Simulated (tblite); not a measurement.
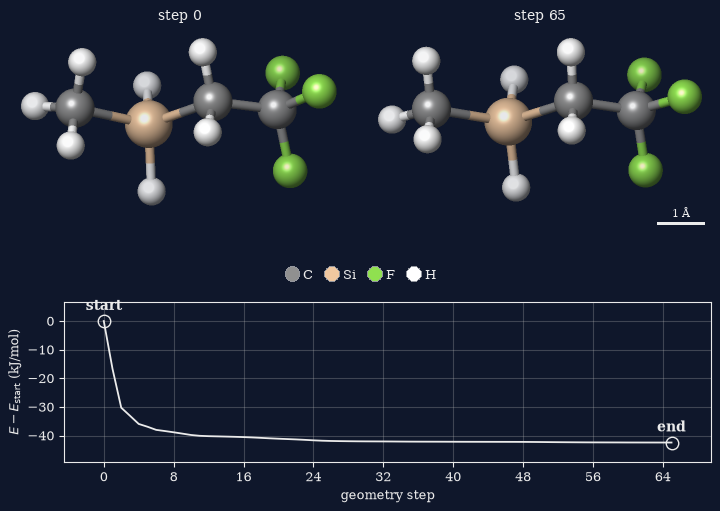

First and last geometry of a relaxation of C3H7F3Si, with the history of the run. Style: ball-and-stick. Shown from a free direction.

The calculation used tblite 0.8.0, GFN2-xTB geometry optimisation, gas phase. 

Read the history and describe the run.

It converged. Over 65 geometry steps the energy falls by 42.4 kJ/mol. An H atom moves most after the best rigid fit: 0.39 Å. Largest moves by element: H 0.39 Å, F 0.23 Å, C 0.08 Å, Si 0.05 Å. Some distances before and after: C–Si 1.876 → 1.918 Å, C–F 1.386 → 1.345 Å, C–Si 1.859 → 1.894 Å, C–H 1.119 → 1.086 Å. Among the angles between lasting bonds that change: Si–C–H 104.6° → 111.8°, C–C–F 107.2° → 113.4°, H–C–H 113.6° → 107.5°.

```csv
step,"E − E(0), kJ/mol"
0,0.00
1,-16.69
2,-30.27
3,-33.09
4,-35.94
5,-36.91
6,-38.02
7,-38.42
8,-38.86
9,-39.32
10,-39.80
13,-40.28
16,-40.54
19,-40.96
22,-41.35
24,-41.66
27,-41.94
30,-42.03
33,-42.07
36,-42.13
39,-42.15
42,-42.18
45,-42.19
48,-42.22
51,-42.29
53,-42.34
56,-42.39
59,-42.41
62,-42.43
65,-42.44
```
